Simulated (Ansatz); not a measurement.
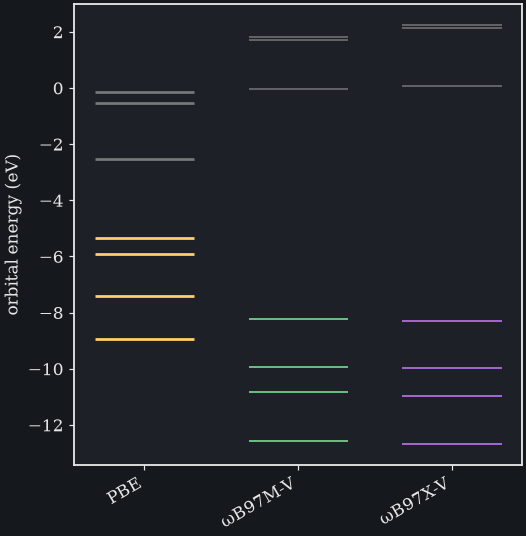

Frontier orbital energies of C₂H₆OSn, SMILES [CH3][Sn@H]1[CH2][O]1, singlet at one geometry, def2-TZVPP, the Ansatz code, at a PBE0-D4/def2-TZVP geometry (no frequency check). Empty levels are grey, levels within 0.1 eV stand side by side; all columns show the same few orbitals around the gap.

**How do the frontier levels move from column to column?**

The separation grows from 2.81 eV (PBE) to 8.35 eV (ωB97X-V).

| level | HOMO (eV) | LUMO (eV) | separation (eV) |
| --- | --- | --- | --- |
| PBE | −5.35 | −2.55 | 2.81 |
| ωB97M-V | −8.22 | −0.05 | 8.17 |
| ωB97X-V | −8.29 | 0.07 | 8.35 |

Limits of at least one run: core potentials past krypton; empty levels above zero depend strongly on the basis; spin-orbit coupling is left out, and with Sn it can shift these levels and split any degenerate set.
